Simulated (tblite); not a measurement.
## Run report: C5H13BO2Si, nudged elastic band

The run: nudged elastic band of C5H13BO2Si. Method and program: GFN2-xTB climbing-image nudged elastic band, gas phase (tblite 0.8.0).

The run did not end well.

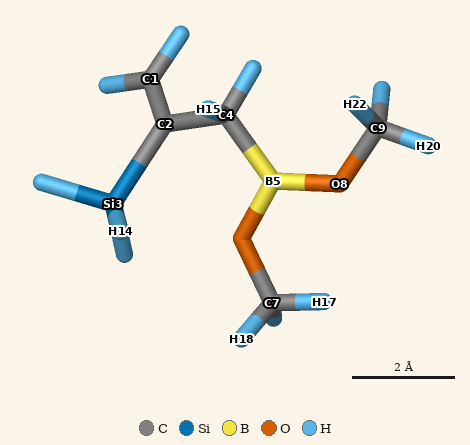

Figure 1. The input geometry (stick view, seen at a tilt; atoms are numbered from 1 in the order of the input). Bond lengths as drawn: B–C 1.60 Å, B–O 1.35 to 1.36 Å, C–C 1.33 to 1.50 Å, C–H 1.08 to 1.10 Å, C–O 1.41 Å, C–Si 1.89 Å and H–Si 1.46 to 1.48 Å.

## Outcome

```tsv
quantity	value
outcome	not converged
forward barrier	14.742 eV
hardware	1 CPU thread, shared host
wall time	11 s
peak memory	0.2 GiB
```

## What went wrong

The run did not converge. At least one of its steps failed, so the values that rest on that step are not results.

## The input
```
{"job": {"xc": "GFN2-xTB", "basis": "xTB", "kind": "neb"}, "charge": 0, "multiplicity": 1}
C      1.864410    -0.332661     2.224755
C      1.507335    -0.099354     0.969606
Si     2.191219    -1.112355    -0.469982
C      0.484868     0.947915     0.638230
B     -0.703211     0.312158    -0.223080
O     -0.385654    -0.818976    -0.885351
C     -1.255739    -1.535062    -1.730221
O     -1.958694     0.820388    -0.357186
C     -2.393732     2.000852     0.269633
H      2.590008    -1.088505     2.476240
H      1.454371     0.221412     3.058676
H      3.634838    -1.261715    -0.199210
H      1.640298    -2.466070    -0.527295
H      2.091174    -0.398569    -1.744272
H      0.966725     1.722460     0.031858
H      0.130017     1.437939     1.549840
H     -2.188457    -0.990187    -1.878644
H     -0.754927    -1.685867    -2.688422
H     -1.466948    -2.507119    -1.278876
H     -3.409042     2.197838    -0.076781
H     -2.399805     1.885385     1.356744
H     -1.751193     2.845623     0.008695
```

The first line tells a small driver script what to run in tblite; the rest is the geometry in Å.

Run as:
```bash
OMP_NUM_THREADS=1 python <driver script> task.json out
```

## Log
```
image   E - E0 / eV
  0       0.0000
  1       0.0486
  2       0.3309
  3      14.7419
  4       1.2751
  5       0.0496
  6       0.0008
```
